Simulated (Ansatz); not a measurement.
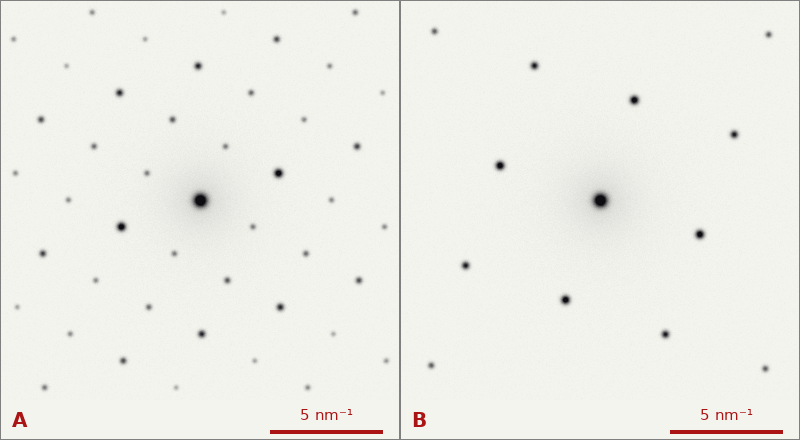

Kinematic electron diffraction patterns (200 kV, B = 0.5 Å², same scale, each along a low-index zone) of two structures of composition CdSi2, each relaxed at zero pressure with DFT PBE, scalar-relativistic, plane waves, PAW (Ansatz).

The structures (standard cells):
1. P4_2/mnm (No. 136), a = 5.232 Å, c = 5.355 Å, 6 atoms; generated start, possibly hypothetical
2. I4_1/amd (No. 141), a = 4.207 Å, c = 13.713 Å, 12 atoms; generated start, possibly hypothetical

Question: Which pattern belongs to which structure, and along which zone?

Answer: A is structure 1 along [100] or an equivalent direction: centred rectangular net (close to square) of 0 1 -1 at d = 3.74 Å and 0 1 1 at d = 3.74 Å, 88.7° apart (some points of this net are extinct or too weak to see). B is structure 2 along [001]: square net of 2 0 0 at d = 2.10 Å and 0 2 0 at d = 2.10 Å, 90.0° apart (some points of this net are extinct or too weak to see).

Question: Rank the structures by their computed energy.

Answer: Structure 2 (I4_1/amd, 20.22 Å³ an atom) is the lowest of these; structure 1 (P4_2/mnm, 24.44 Å³ an atom) lies about 480 meV an atom higher. These are static energies at 0 K; other structures, not shown, may lie lower still.
